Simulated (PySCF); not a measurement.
```csv
atom,x (Å),y (Å),z (Å)
O,1.2342,0.7757,-0.1823
Ge,-0.4538,0.2178,0.1162
H,1.8759,0.0737,-0.3174
H,-1.2747,1.5075,0.0816
H,-0.5162,-0.4737,1.4891
H,-0.8553,-0.7617,-1.0009
S,1.6654,4.1205,-0.2452
H,1.6315,2.7619,-0.2554
H,1.5281,4.2019,-1.5850
```

Geometry: PBE0-D3(BJ)/def2-SVPD.

All numbers below come from PySCF 2.14.0, wB97M-D3(BJ)/def2-TZVPD, SCF density, gas phase.

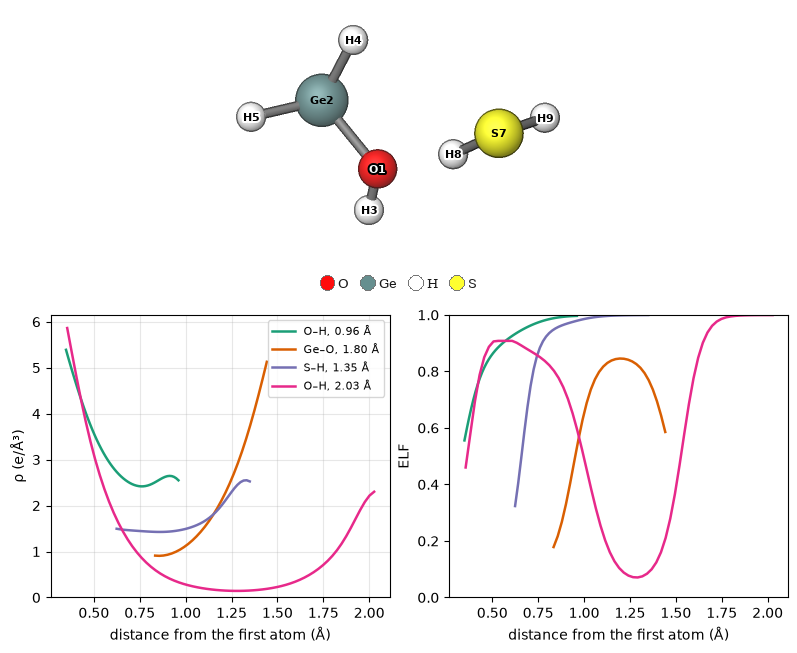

GeH₄O···H₂S. Electron density and ELF along straight lines between neighbouring atoms. The curves leave out the atomic cores. The structure is drawn too.

What can be read from the curves?

O–H (0.96 Å): the density is about 3.8 e/Å³ at the midpoint; the ELF climbs to about 1 towards the hydrogen, as it does in any bond to H; an ordinary covalent bond to hydrogen.
Ge–O (1.80 Å): ρ is about 0.93 e/Å³ halfway; the ELF peaks at about 0.85 in the valence shell of O, 0.6 Å from its nucleus, and is about 0.35 at the midpoint.
S–H (1.35 Å): the density is about 1.5 e/Å³ at the midpoint; the ELF climbs to about 1 towards the hydrogen.
O1···H8 (2.03 Å): the density falls to about 0.14 e/Å³ on the way; the ELF dips to about 0.05 between them.
